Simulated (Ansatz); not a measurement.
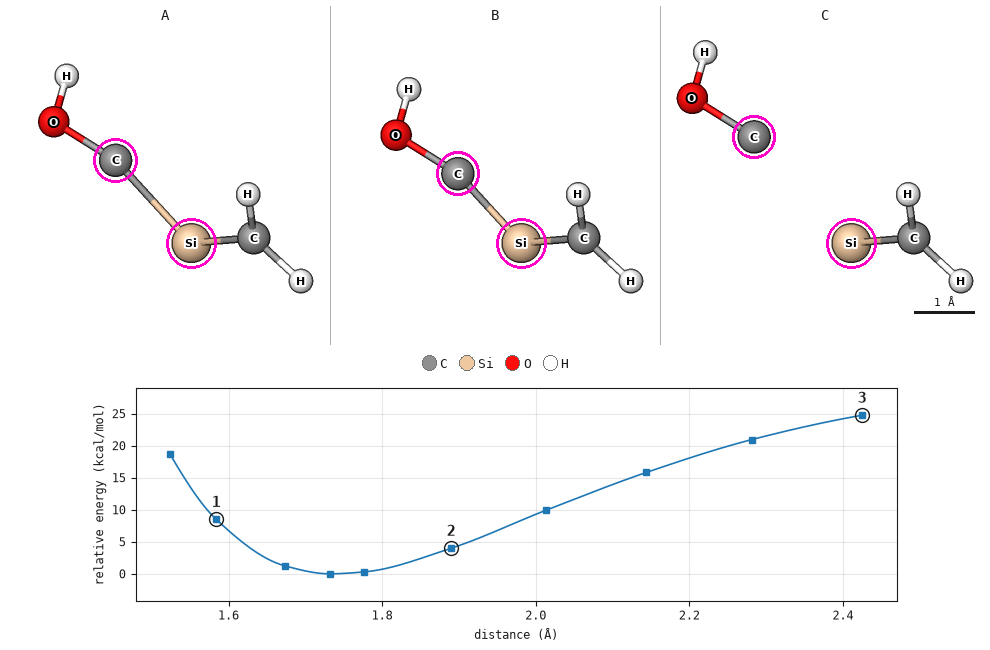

Energy scan for C₂H₃OSi (multiplicity 2), in which one Si–C bond length is varied, with the rest of the molecule carried along rigidly. The frames are shuffled; the numbered points of the plot belong to them. Style: ball-and-stick. Shown from a free direction. The ringed atoms are those of the scanned coordinate.

Level of theory: CCSD(T) (def2-TZVPP, Ansatz), on geometries moved rigidly from the minimum at PBE0-D4/def2-TZVP. Coupled cluster with a frozen core. Energies are counted from the PBE0-D4/def2-TZVP minimum geometry at the same level.

Q: Which frame belongs to which numbered point?

A: Point 1 is frame B (the distance 1.584 Å, 8.5 kcal/mol); 2 is frame A (the distance 1.890 Å, 4.0 kcal/mol); 3 is frame C (the distance 2.425 Å, 24.8 kcal/mol). Of the computed points the lowest is at the distance 1.732 Å, 0.0 kcal/mol. The curvature at the lowest point is about 24 eV/Å² (3.9 mdyn/Å). The well is steeper on the short side, as for any bond. ⟨S²⟩ varies from 1.23 to 1.90, most between 2.013 Å and 2.144 Å, a sign that the unrestricted solution changes its character. The T1 diagnostic reaches 0.073, so the single-reference result is less sure there.
